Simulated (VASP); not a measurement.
# OsPd: structure and properties in VASP, part 4 of 5

Aim: relax OsPd, then compute properties on the relaxed cell. The cell is invented: it takes the structure of COD entry 4334349, Pt (space group 225 there), with all of its atoms replaced by other elements, volume scaled by an estimate. It may not be a known or stable phase. Left out of this account: 1 further run (relaxation: it shows nothing beyond the runs told).

VASP 6.6.1, plane waves and PAW; the level of theory is named at each step.

Still holding for the runs below: The k-mesh is coarse for a metal.

So far. Step 5 (Band structure (r2SCAN)): There is no gap at this level. Step 6 (Density of states (r2SCAN)): The finer mesh and the other smearing move the Fermi level by -0.05 eV from the 8×8×6 run, one measure of the sampling error in the zero of the bands above. Of the states within 0.3 eV of the Fermi level, the largest shares in the PAW spheres are Os d 59 % and Pd d 32 %. The rest lies in smaller channels or between the spheres.

## 7. Bands along the symmetry lines (r2SCAN + SOC)

This step: r2SCAN, spin-orbit coupling; plane waves and PAW (Os, Pd); invented cell (VASP 6.6.1).

The mesh alone shows little of the dispersion and can miss band extrema, so KPOINTS_OPT adds a path through the symmetry points after the self-consistent cycle. Spin-orbit coupling needs spinors and the noncollinear program, where each band holds one electron.

File INCAR:

```
SYSTEM = OsPd
PREC = Accurate
ENCUT = 400
EDIFF = 1E-06
NELM = 100
ISMEAR = 1
SIGMA = 0.2
LREAL = .FALSE.
ALGO = Normal
METAGGA = R2SCAN
LASPH = .TRUE.
LNONCOLLINEAR = .TRUE.
MAGMOM = 0 0 0 0 0 0
NBANDS = 30
GGA_COMPAT = .FALSE.
LSORBIT = .TRUE.
LMAXMIX = 4
LORBIT = 11
LWAVE = .FALSE.
LCHARG = .FALSE.
```

File POSCAR:

```
OsPd
1.0
    2.6771965553      0.0000000000      0.0000000000
    0.0000000000      2.6771965553      0.0000000000
    0.0000000000      0.0000000000      4.0082722566
Os Pd
1 1
Direct
    0.0000000000      0.0000000000      0.0000000000
    0.5000000000      0.5000000000      0.5000000000
```

File KPOINTS:

```
Automatic mesh
0
Gamma
7 7 5
0 0 0
```

File KPOINTS_OPT:

```
Line mode
16
Line-mode
Reciprocal
  0.00000000   0.00000000   0.00000000 GAMMA
  0.00000000   0.50000000   0.00000000 X

  0.00000000   0.50000000   0.00000000 X
  0.50000000   0.50000000   0.00000000 M

  0.50000000   0.50000000   0.00000000 M
  0.00000000   0.00000000   0.00000000 GAMMA

  0.00000000   0.00000000   0.00000000 GAMMA
  0.00000000   0.00000000   0.50000000 Z

  0.00000000   0.00000000   0.50000000 Z
  0.00000000   0.50000000   0.50000000 R

  0.00000000   0.50000000   0.50000000 R
  0.50000000   0.50000000   0.50000000 A

  0.50000000   0.50000000   0.50000000 A
  0.00000000   0.00000000   0.50000000 Z

  0.00000000   0.50000000   0.00000000 X
  0.00000000   0.50000000   0.50000000 R

  0.50000000   0.50000000   0.00000000 M
  0.50000000   0.50000000   0.50000000 A
```

Potentials, in the order of the species: Os and Pd (PBE family, release 64).

The run is started by

```
$ mpirun -np 1 vasp_ncl
```

The log of the run:

```text
[... set-up lines as in an earlier step ...]
 entering main loop
       N       E                     dE             d eps       ncg     rms          rms(c)
DAV:   1     0.409813057572E+02    0.40981E+02   -0.77034E+03  1920   0.973E+02
DAV:   2    -0.760150151941E+02   -0.11700E+03   -0.10883E+03  1878   0.308E+02
DAV:   3    -0.800752876742E+02   -0.40603E+01   -0.39583E+01  2158   0.565E+01
DAV:   4    -0.801261459226E+02   -0.50858E-01   -0.50806E-01  2174   0.658E+00
DAV:   5    -0.801275403135E+02   -0.13944E-02   -0.13943E-02  2260   0.992E-01    0.188E+01
DAV:   6    -0.756346498857E+02    0.44929E+01   -0.29956E+00  2032   0.191E+01    0.868E+00
DAV:   7    -0.758480091427E+02   -0.21336E+00   -0.81325E-01  2364   0.159E+01    0.517E+00
DAV:   8    -0.755357656458E+02    0.31224E+00   -0.46465E-01  2054   0.128E+01    0.305E+00
DAV:   9    -0.755477971730E+02   -0.12032E-01   -0.27157E-02  2044   0.211E+00    0.109E+00
DAV:  10    -0.755477566688E+02    0.40504E-04   -0.37151E-03  2016   0.556E-01    0.173E-01
DAV:  11    -0.755476686596E+02    0.88009E-04   -0.86823E-04  2066   0.290E-01    0.570E-02
DAV:  12    -0.755476529114E+02    0.15748E-04   -0.35035E-05  2186   0.758E-02    0.313E-02
DAV:  13    -0.755476520936E+02    0.81778E-06   -0.74935E-06  2358   0.291E-02
   1 F= -.75547652E+02 E0= -.75544199E+02  d E =-.103606E-01  mag=    -0.0000     0.0000     0.0000
 Start KPOINTS_OPT (optional k-point list driver)
k-point batch [1-30\144]
       N       E                     dE             ncg
DAV:   1     0.705153484344E+04   -0.57549E+04     1832
DAV:   2     0.338632876916E+04   -0.36652E+04     1878
DAV:   3     0.325617655696E+04   -0.13015E+03     2136
DAV:   4     0.325446761353E+04   -0.17089E+01     2302
DAV:   5     0.325442310684E+04   -0.44507E-01     2230
DAV:   6     0.325442112302E+04   -0.19838E-02     2602
DAV:   7     0.325442109823E+04   -0.24792E-04     2028
DAV:   8     0.325442109778E+04   -0.45450E-06     1508
[...]
k-point batch [121-144\144]
       N       E                     dE             ncg
DAV:   1     0.921417395512E+04   -0.12567E+05     1544
DAV:   2     0.647691932670E+04   -0.27373E+04     1508
DAV:   3     0.636994085641E+04   -0.10698E+03     1732
DAV:   4     0.636848984690E+04   -0.14510E+01     1872
DAV:   5     0.636845445718E+04   -0.35390E-01     1818
DAV:   6     0.636845287509E+04   -0.15821E-02     2128
DAV:   7     0.636845284920E+04   -0.25888E-04     1680
DAV:   8     0.636845284898E+04   -0.22130E-06     1240
```

The job ended after 4.1 min (1 MPI rank of Intel Xeon 6975P-C (Granite Rapids), shared host; peak memory 0.22 GiB).

From OUTCAR (step 7):

```text
   k-points           NKPTS =     30   k-points in BZ     NKDIM =     30   number of bands    NBANDS=     30

   NELECT =      18.0000    total number of electrons

 E-fermi :   9.6710

 k-point     1 :       0.0000    0.0000    0.0000
  band No.  band energies     occupation
    ...
     12       6.4869      1.00000
     13       8.0424      1.00000
     14       8.0424      1.00000
     15       8.2000      1.00000
     16       8.2000      1.00000
     17      11.0375     -0.00000
     18      11.0375     -0.00000
     19      11.1960     -0.00000
     20      11.1960     -0.00000
     21      11.4205     -0.00000
    ...

  Total        0.1768983      0.1768983      0.0577944      0.0000000      0.0000000      0.0000000
  in kB        9.8654425      9.8654425      3.2231332      0.0000000      0.0000000      0.0000000
  external PRESSURE =       7.6513394 kB  Pullay stress =       0.0000000 kB

 POSITION                                       TOTAL-FORCE (eV/Angst)
 -----------------------------------------------------------------------------------
      0.00000      0.00000      0.00000         0.000000      0.000000      0.000000
      1.33860      1.33860      2.00414         0.000000      0.000000      0.000000
 -----------------------------------------------------------------------------------
    total drift:                                0.000000      0.000000      0.000000

  FREE ENERGIE OF THE ION-ELECTRON SYSTEM (eV)
  ---------------------------------------------------
  free  energy   TOTEN  =       -75.5476520936 eV

  energy  without entropy=      -75.5372915280  energy(sigma->0) =      -75.54419857

 Spin-Orbit-Coupling matrix elements
 Ion:    1  E_soc:     -0.7184074
 Ion:    2  E_soc:     -0.0605703

 magnetization (x)
# of ion       s       p       d       tot
------------------------------------------
    1        0.000  -0.000   0.000  -0.000
    2        0.000   0.000  -0.000   0.000
--------------------------------------------------
tot          0.000  -0.000  -0.000   0.000

 magnetization (y)
# of ion       s       p       d       tot
------------------------------------------
    1        0.000   0.000   0.000   0.000
    2       -0.000  -0.000   0.000  -0.000
--------------------------------------------------
tot         -0.000  -0.000   0.000  -0.000

 magnetization (z)
# of ion       s       p       d       tot
------------------------------------------
    1        0.000   0.000   0.000   0.000
    2       -0.000  -0.000  -0.000  -0.000
--------------------------------------------------
tot         -0.000  -0.000  -0.000  -0.000

[... 6 parts as in an earlier step ...]

[... 10 further parts left out ...]
```

This step gave:

```yaml
scf_cycles: 13
bands: 30
irreducible_k_points: 30
free_energy_toten: -75.5477 eV
energy_at_zero_smearing: -75.5442 eV
fermi_energy: 9.671 eV
pressure: 0.7651 GPa
```

On-site spin-orbit energy by atom:

| atom | on-site spin-orbit energy (eV) |
| --- | --- |
| Os1 | -0.718 |
| Pd2 | -0.061 |

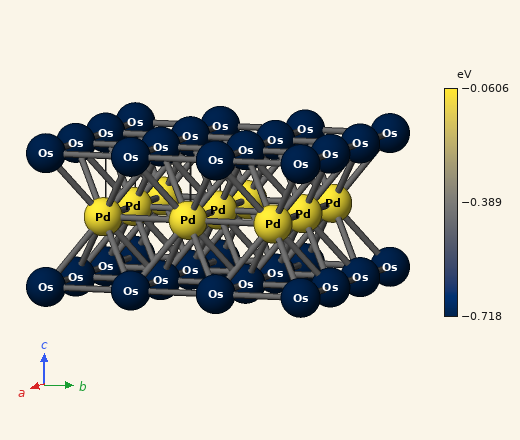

Atoms coloured by on-site spin-orbit energy. 3×3×1 cells are drawn. Some periodic images of atoms are drawn too.

The electronic bands at the labelled points (eV, zero at the Fermi level; # counts the bands kept):

| point | #13 | #14 | #15 | #16 | #17 | #18 | #19 | #20 |
| --- | --- | --- | --- | --- | --- | --- | --- | --- |
| Γ | -1.63 | -1.63 | -1.47 | -1.47 | 1.37 | 1.37 | 1.52 | 1.52 |
| X | -2.82 | -2.82 | -2.15 | -2.15 | -1.05 | -1.05 | 0.53 | 0.53 |
| M | 0.65 | 0.65 | 0.95 | 0.95 | 1.59 | 1.59 | 2.62 | 2.62 |
| Γ | -1.63 | -1.63 | -1.47 | -1.47 | 1.37 | 1.37 | 1.52 | 1.52 |
| Z | -2.41 | -2.41 | -2.36 | -2.36 | -1.35 | -1.35 | -0.27 | -0.27 |
| R | -0.22 | -0.22 | -0.17 | -0.17 | 0.44 | 0.44 | 0.45 | 0.45 |
| A | -2.49 | -2.49 | -0.45 | -0.45 | -0.21 | -0.21 | 3.71 | 3.71 |
| Z | -2.41 | -2.41 | -2.36 | -2.36 | -1.35 | -1.35 | -0.27 | -0.27 |
| jump to X | -2.82 | -2.82 | -2.15 | -2.15 | -1.05 | -1.05 | 0.53 | 0.53 |
| R | -0.22 | -0.22 | -0.17 | -0.17 | 0.44 | 0.44 | 0.45 | 0.45 |
| jump to M | 0.65 | 0.65 | 0.95 | 0.95 | 1.59 | 1.59 | 2.62 | 2.62 |
| A | -2.49 | -2.49 | -0.45 | -0.45 | -0.21 | -0.21 | 3.71 | 3.71 |

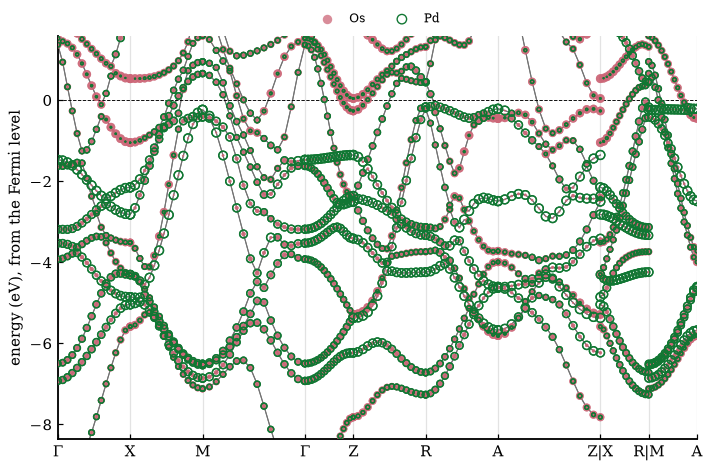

Electronic bands along the path; dots are coloured as in the legend, and their area grows with the weight.

At these settings, which differ from those of the relaxation, the cell is under a pressure of 0.8 GPa.

## 8. Volume scan with r2SCAN

This step: r2SCAN; plane waves and PAW (Os, Pd); invented cell (VASP 6.6.1).

An equation of state needs energies on both sides of the minimum, all on one mesh and cutoff.

File INCAR:

```
SYSTEM = OsPd
PREC = Accurate
ENCUT = 400
EDIFF = 1E-06
NELM = 100
ISMEAR = 1
SIGMA = 0.2
LREAL = .FALSE.
ALGO = Normal
METAGGA = R2SCAN
LASPH = .TRUE.
NBANDS = 15
LORBIT = 11
LWAVE = .FALSE.
LCHARG = .FALSE.
ISIF = 2
```

File POSCAR:

```
OsPd
1.0
    2.6225445559      0.0000000000      0.0000000000
    0.0000000000      2.6225445559      0.0000000000
    0.0000000000      0.0000000000      3.9264478225
Os Pd
1 1
Direct
    0.0000000000      0.0000000000      0.0000000000
    0.5000000000      0.5000000000      0.5000000000
```

File KPOINTS:

```
Automatic mesh
0
Gamma
8 8 6
0 0 0
```

The run is started by

```
$ mpirun -np 1 vasp_std
```

The log of the run:

```text
[... set-up lines as in an earlier step ...]
 entering main loop
       N       E                     dE             d eps       ncg     rms          rms(c)
DAV:   1     0.203772821669E+02    0.20377E+02   -0.82463E+03  2040   0.975E+02
DAV:   2    -0.771802631220E+02   -0.97558E+02   -0.90004E+02  1884   0.281E+02
DAV:   3    -0.793559104467E+02   -0.21756E+01   -0.21455E+01  2353   0.396E+01
DAV:   4    -0.793726606783E+02   -0.16750E-01   -0.16748E-01  2258   0.362E+00
DAV:   5    -0.793729995315E+02   -0.33885E-03   -0.33885E-03  2445   0.478E-01    0.206E+01
DAV:   6    -0.751419888536E+02    0.42310E+01   -0.27351E+00  2150   0.185E+01    0.951E+00
DAV:   7    -0.753405434095E+02   -0.19855E+00   -0.91986E-01  2292   0.158E+01    0.509E+00
DAV:   8    -0.750122666682E+02    0.32828E+00   -0.54803E-01  2098   0.124E+01    0.263E+00
DAV:   9    -0.750207534896E+02   -0.84868E-02   -0.24909E-02  2311   0.207E+00    0.250E-01
DAV:  10    -0.750205180397E+02    0.23545E-03   -0.29201E-03  2267   0.752E-01    0.122E-01
DAV:  11    -0.750205294886E+02   -0.11449E-04   -0.42271E-04  2248   0.224E-01    0.522E-02
DAV:  12    -0.750205119244E+02    0.17564E-04   -0.42664E-05  2568   0.948E-02    0.409E-02
DAV:  13    -0.750205147432E+02   -0.28188E-05   -0.14384E-05  2129   0.456E-02    0.655E-03
DAV:  14    -0.750205159840E+02   -0.12408E-05   -0.81601E-07  1607   0.132E-02    0.268E-03
DAV:  15    -0.750205160235E+02   -0.39544E-07   -0.22924E-07  1243   0.625E-03
   1 F= -.75020516E+02 E0= -.75018622E+02  d E =-.568350E-02
```

Elapsed: 31 s, on 1 MPI rank; peak memory 0.14 GiB.

OUTCAR, selected parts (step 8):

```text
   ENCUT  =  400.0 eV  29.40 Ry    5.42 a.u.   4.28  4.28  6.40*2*pi/ulx,y,z

   NELECT =      18.0000    total number of electrons

 E-fermi :  10.8519

 k-point     1 :       0.0000    0.0000    0.0000
  band No.  band energies     occupation
    ...
      4       6.5371      2.00000
      5       7.0707      2.00000
      6       7.0707      2.00000
      7       8.9243      2.00000
      8       9.1394      2.00000
      9      12.4720     -0.00000
     10      12.4720     -0.00000
     11      12.5715     -0.00000
     12      12.7382     -0.00000
     13      22.5174      0.00000
    ...

  Total        3.8197476      3.8197476      3.5327227      0.0000000      0.0000000     -0.0000000
  in kB      226.6207471    226.6207471    209.5919280      0.0000000      0.0000000     -0.0000000
  external PRESSURE =     220.9444740 kB  Pullay stress =       0.0000000 kB

 POSITION                                       TOTAL-FORCE (eV/Angst)
 -----------------------------------------------------------------------------------
      0.00000      0.00000      0.00000         0.000000      0.000000      0.000000
      1.31127      1.31127      1.96322         0.000000      0.000000      0.000000
 -----------------------------------------------------------------------------------
    total drift:                                0.000000     -0.000000     -0.000000

  FREE ENERGIE OF THE ION-ELECTRON SYSTEM (eV)
  ---------------------------------------------------
  free  energy   TOTEN  =       -75.0205160235 eV

  energy  without entropy=      -75.0148325197  energy(sigma->0) =      -75.01862152

[... 4 parts as in an earlier step ...]

[... 12 further parts left out ...]
```

The scan keeps the cell's shape and the fractional positions fixed.

Numbers from this step:

```yaml
scf_cycles: 15
bands: 15
irreducible_k_points: 60
free_energy_toten: -75.0205 eV
energy_at_zero_smearing: -75.0186 eV
fermi_energy: 10.85 eV
pressure: 22.09 GPa
```

The pressure here is 22.09 GPa.

## 9. Volume scan with r2SCAN (run 2)

INCAR is that of step 8.

File POSCAR:

```
OsPd
1.0
    2.6410137880      0.0000000000      0.0000000000
    0.0000000000      2.6410137880      0.0000000000
    0.0000000000      0.0000000000      3.9540997746
Os Pd
1 1
Direct
    0.0000000000      0.0000000000      0.0000000000
    0.5000000000      0.5000000000      0.5000000000
```

KPOINTS is that of step 8.

The run is started by

```
$ mpirun -np 1 vasp_std
```

The log of the run:

```text
[... set-up lines as in an earlier step ...]
 entering main loop
       N       E                     dE             d eps       ncg     rms          rms(c)
DAV:   1     0.214434424424E+02    0.21443E+02   -0.82874E+03  2000   0.975E+02
DAV:   2    -0.771590384328E+02   -0.98602E+02   -0.91322E+02  1849   0.282E+02
DAV:   3    -0.795042011596E+02   -0.23452E+01   -0.22976E+01  2437   0.408E+01
DAV:   4    -0.795222093935E+02   -0.18008E-01   -0.18006E-01  2201   0.377E+00
DAV:   5    -0.795225492788E+02   -0.33989E-03   -0.33988E-03  2451   0.460E-01    0.195E+01
DAV:   6    -0.751795897456E+02    0.43430E+01   -0.28062E+00  2143   0.183E+01    0.872E+00
DAV:   7    -0.753594618832E+02   -0.17987E+00   -0.75468E-01  2323   0.142E+01    0.472E+00
DAV:   8    -0.750784749866E+02    0.28099E+00   -0.47474E-01  2091   0.115E+01    0.264E+00
DAV:   9    -0.750857715636E+02   -0.72966E-02   -0.23904E-02  2304   0.201E+00    0.253E-01
DAV:  10    -0.750854843338E+02    0.28723E-03   -0.27033E-03  2281   0.712E-01    0.116E-01
DAV:  11    -0.750855026558E+02   -0.18322E-04   -0.43516E-04  2241   0.222E-01    0.463E-02
DAV:  12    -0.750854912501E+02    0.11406E-04   -0.39782E-05  2534   0.902E-02    0.363E-02
DAV:  13    -0.750854938257E+02   -0.25756E-05   -0.14991E-05  2143   0.477E-02    0.580E-03
DAV:  14    -0.750854948181E+02   -0.99244E-06   -0.66549E-07  1523   0.104E-02
   1 F= -.75085495E+02 E0= -.75083628E+02  d E =-.560134E-02
```

It took 29 s on 1 MPI rank; peak memory 0.14 GiB.

From OUTCAR (step 9):

```text
   ENCUT  =  400.0 eV  29.40 Ry    5.42 a.u.   4.31  4.31  6.45*2*pi/ulx,y,z

   NELECT =      18.0000    total number of electrons

 E-fermi :  10.4831

 k-point     1 :       0.0000    0.0000    0.0000
  band No.  band energies     occupation
    ...
      4       6.2992      2.00000
      5       6.8200      2.00000
      6       6.8200      2.00000
      7       8.6087      2.00000
      8       8.8163      2.00000
      9      12.0447     -0.00000
     10      12.0447     -0.00000
     11      12.1969     -0.00000
     12      12.3026     -0.00000
     13      21.8604      0.00000
    ...

  Total        2.4525106      2.4525106      2.2652966      0.0000000      0.0000000      0.0000000
  in kB      142.4729795    142.4729795    131.5972126      0.0000000      0.0000000      0.0000000
  external PRESSURE =     138.8477239 kB  Pullay stress =       0.0000000 kB

 POSITION                                       TOTAL-FORCE (eV/Angst)
 -----------------------------------------------------------------------------------
      0.00000      0.00000      0.00000         0.000000      0.000000      0.000000
      1.32051      1.32051      1.97705         0.000000      0.000000      0.000000
 -----------------------------------------------------------------------------------
    total drift:                                0.000000     -0.000000     -0.000000

  FREE ENERGIE OF THE ION-ELECTRON SYSTEM (eV)
  ---------------------------------------------------
  free  energy   TOTEN  =       -75.0854948181 eV

  energy  without entropy=      -75.0798934794  energy(sigma->0) =      -75.08362771

[... 4 parts as in an earlier step ...]

[... 12 further parts left out ...]
```

Numbers from this step:

- SCF cycles: 14
- free energy (TOTEN): -75.0855 eV
- energy at zero smearing: -75.0836 eV
- Fermi energy: 10.48 eV
- pressure: 13.88 GPa

The pressure falls from 22.09 to 13.88 GPa.

The run ends at a pressure of 13.88 GPa.

## 10. Volume scan with r2SCAN (run 3)

INCAR is that of step 9.

File POSCAR:

```
OsPd
1.0
    2.6592282518      0.0000000000      0.0000000000
    0.0000000000      2.6592282518      0.0000000000
    0.0000000000      0.0000000000      3.9813702899
Os Pd
1 1
Direct
    0.0000000000      0.0000000000      0.0000000000
    0.5000000000      0.5000000000      0.5000000000
```

KPOINTS is that of step 9.

The run is started by

```
$ mpirun -np 1 vasp_std
```

The log of the run:

```text
[... set-up lines as in an earlier step ...]
 entering main loop
       N       E                     dE             d eps       ncg     rms          rms(c)
DAV:   1     0.212582442113E+02    0.21258E+02   -0.82291E+03  2016   0.972E+02
DAV:   2    -0.774243253666E+02   -0.98683E+02   -0.91318E+02  1877   0.279E+02
DAV:   3    -0.796265624253E+02   -0.22022E+01   -0.21756E+01  2360   0.402E+01
DAV:   4    -0.796441416244E+02   -0.17579E-01   -0.17575E-01  2247   0.368E+00
[...]
DAV:  12    -0.751226647271E+02    0.39977E-05   -0.36268E-05  2549   0.821E-02    0.308E-02
DAV:  13    -0.751226665778E+02   -0.18507E-05   -0.14450E-05  2115   0.484E-02    0.467E-03
DAV:  14    -0.751226673759E+02   -0.79809E-06   -0.57957E-07  1453   0.829E-03
   1 F= -.75122667E+02 E0= -.75120862E+02  d E =-.541483E-02
```

Elapsed: 29 s, on 1 MPI rank; peak memory 0.14 GiB.

From OUTCAR (step 10):

```text
  Total        1.1872749      1.1872749      1.0939201      0.0000000      0.0000000     -0.0000000
  in kB       67.5644197     67.5644197     62.2518684      0.0000000      0.0000000     -0.0000000
  external PRESSURE =      65.7935693 kB  Pullay stress =       0.0000000 kB

 POSITION                                       TOTAL-FORCE (eV/Angst)
 -----------------------------------------------------------------------------------
      0.00000      0.00000      0.00000         0.000000      0.000000      0.000000
      1.32961      1.32961      1.99069         0.000000      0.000000      0.000000
 -----------------------------------------------------------------------------------
    total drift:                                0.000000     -0.000000     -0.000000

  FREE ENERGIE OF THE ION-ELECTRON SYSTEM (eV)
  ---------------------------------------------------
  free  energy   TOTEN  =       -75.1226673759 eV

  energy  without entropy=      -75.1172525489  energy(sigma->0) =      -75.12086243

[... 1 part as in an earlier step ...]

[... 2 further parts left out ...]
[key lines of the parts left out:]
E-fermi :  10.1296
```

The pressure falls from 13.88 to 6.58 GPa.

The run ends at a pressure of 6.58 GPa.

## 11. Volume scan with r2SCAN (run 4)

INCAR is that of step 10.

File POSCAR:

```
OsPd
1.0
    2.6771965553      0.0000000000      0.0000000000
    0.0000000000      2.6771965553      0.0000000000
    0.0000000000      0.0000000000      4.0082722566
Os Pd
1 1
Direct
    0.0000000000      0.0000000000      0.0000000000
    0.5000000000      0.5000000000      0.5000000000
```

KPOINTS is that of step 10.

The run is started by

```
$ mpirun -np 1 vasp_std
```

The log of the run:

```text
[... set-up lines as in an earlier step ...]
 entering main loop
       N       E                     dE             d eps       ncg     rms          rms(c)
[... 14 cycles as in an earlier step ...]
   1 F= -.75135128E+02 E0= -.75133395E+02  d E =-.519764E-02
```

It took 30 s on 1 MPI rank; peak memory 0.14 GiB.

From OUTCAR (step 11):

```text
[... 6 parts as in an earlier step ...]

[... 1 further part left out ...]
[key lines of the parts left out:]
E-fermi :   9.7903
```

The pressure falls from 6.58 to 0.10 GPa.

The run ends at a pressure of 0.10 GPa.

(Continued in part 5 of 5.)

[Lines on the potential files, build, host, timing and source positions are cut from VASP's logs without a mark.]

[Logs are printed without paths, hosts, clocks, repeated set-up lines and the standing remarks that a program may print on its own settings, such as how far it seeks lower states.]

[Hosts, paths, dates, database ids (printed as entryN), source tags and the programs' standing remarks are cut or masked in the printed files.]

[A measured line is paired with the nearest computed mode of its activity, which favours agreement.]
